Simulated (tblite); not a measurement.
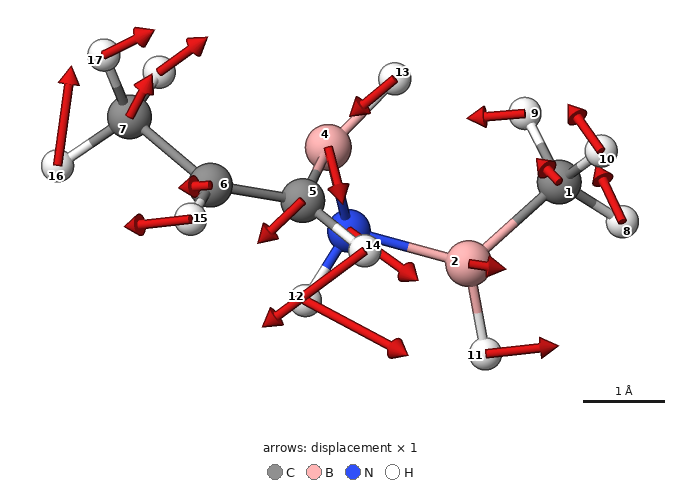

A relaxation of C4H11B2N. The starting structure is drawn; red arrows show the displacements, at their true length. The two geometries are superimposed by the best rigid fit.

Style: ball-and-stick. Shown from a free direction.

Method: GFN2-xTB geometry optimisation, gas phase in tblite 0.8.0. 

**What did the optimiser do to the structure, and how much energy did it gain?**

The atom that moves furthest after the best rigid fit is an H atom (1.83 Å). By element the largest moves are H 1.83 Å, N 1.36 Å, C 0.81 Å, B 0.77 Å. Among the contacts that change: B–N 1.550 → 1.414 Å, C–H 1.125 → 1.090 Å, B–H 1.193 → 1.169 Å, B–C 1.574 → 1.554 Å. Bond angles that change, for instance: B–N–B 109.1° → 130.8°, C–B–H 114.8° → 123.5°, C–C–C 118.2° → 126.7°. After 177 geometry steps the energy has fallen by 42.7 kcal/mol. The run took 2.2 s on 1 thread of Intel(R) Xeon(R) Processor @ 2.70GHz, on a shared host.
